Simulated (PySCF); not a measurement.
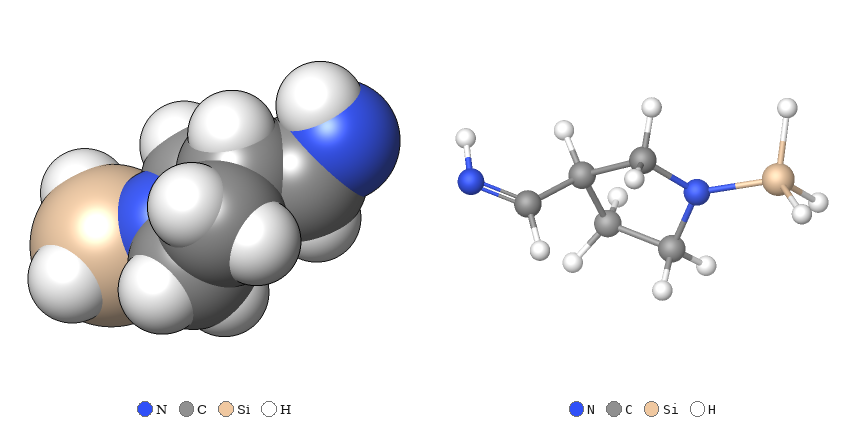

Both panels show the same species.

The geometry was computed by an optimisation with PBE0-D3(BJ)/def2-SVP. No frequency run is at hand to confirm it as a minimum.

Question: Give the formula.

Answer: C₅H₁₂N₂Si, 20 atoms: 5 carbon, 12 hydrogen, 2 nitrogen and 1 silicon.

Question: Name some functional groups or characteristic bonds that it holds.

Answer: Among them: imine, Si–H bond, Si–N bond.

The parts below concern this one geometry. Atoms keep their numbers from picture to picture.

### Shape

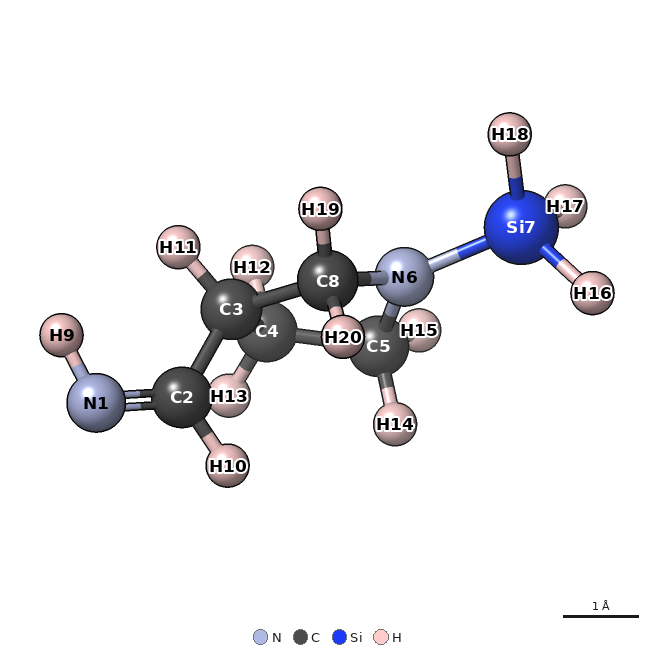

Atoms carry their numbers in the input. No frequency run is at hand to confirm it as a minimum.

Which atoms are bonded, and how long are the bonds? Leave out bonds to hydrogen.

```json
{"bond": "N1–C2", "length (Å)": "1.266", "order": "double"}
{"bond": "C2–C3", "length (Å)": "1.502", "order": "single"}
{"bond": "C3–C4", "length (Å)": "1.546", "order": "single"}
{"bond": "C3–C8", "length (Å)": "1.554", "order": "single"}
{"bond": "C4–C5", "length (Å)": "1.526", "order": "single"}
{"bond": "C5–N6", "length (Å)": "1.446", "order": "single"}
{"bond": "N6–Si7", "length (Å)": "1.733", "order": "single"}
{"bond": "N6–C8", "length (Å)": "1.448", "order": "single"}
```

### NMR shielding

The questions are on isotropic NMR shieldings of the N atoms. No frequency run is at hand to confirm it as a minimum. Level of theory: GIAO PBE0/pcSseg-1 NMR shielding, non-relativistic, IEF-PCM methanol (PySCF 2.14.0).

Give the isotropic NMR shieldings of the N atoms atom by atom.

| atom | σ (ppm) |
| --- | --- |
| N1 | −63.8 |
| N6 | 229.2 |

### Excitation

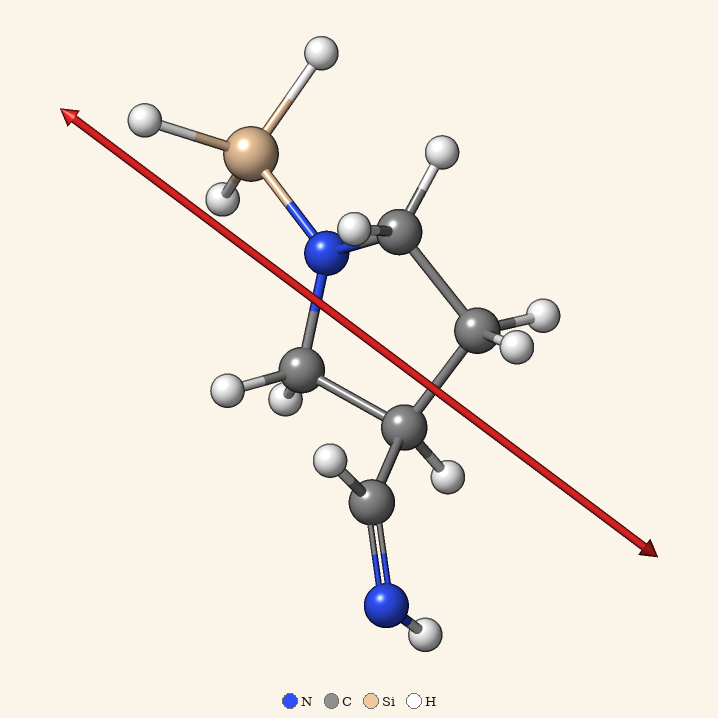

The double arrow shows the direction of the transition dipole to excited singlet state 5 (its length means nothing). No frequency run is at hand to confirm it as a minimum. Method: TDDFT ωB97X-D/def2-SVPD, vertical, IEF-PCM chloroform (non-equilibrium linear response), core orbitals frozen in the response (PySCF 2.14.0).

Question: Where does the transition lie, and how strong is it?

Answer: 6.86 eV (181 nm), oscillator strength 0.044, mainly HOMO → LUMO+2 (weight 0.67); transition dipole 1.30 D.

### Charges

The questions are on Hirshfeld charges. No frequency run is at hand to confirm it as a minimum. Properties computed with PBE0/pcSseg-1 in chloroform (IEF-PCM) (PySCF 2.14.0).

List the Hirshfeld charges.

```tsv
atom	value (e)
N1	−0.27
C2	0.06
C3	−0.03
C4	−0.07
C5	−0.02
N6	−0.18
Si7	0.34
C8	−0.02
H9	0.11
H10	0.05
H11	0.05
H12	0.04
H13	0.05
H14	0.03
H15	0.05
H16	−0.10
H17	−0.08
H18	−0.08
H19	0.05
H20	0.03
```
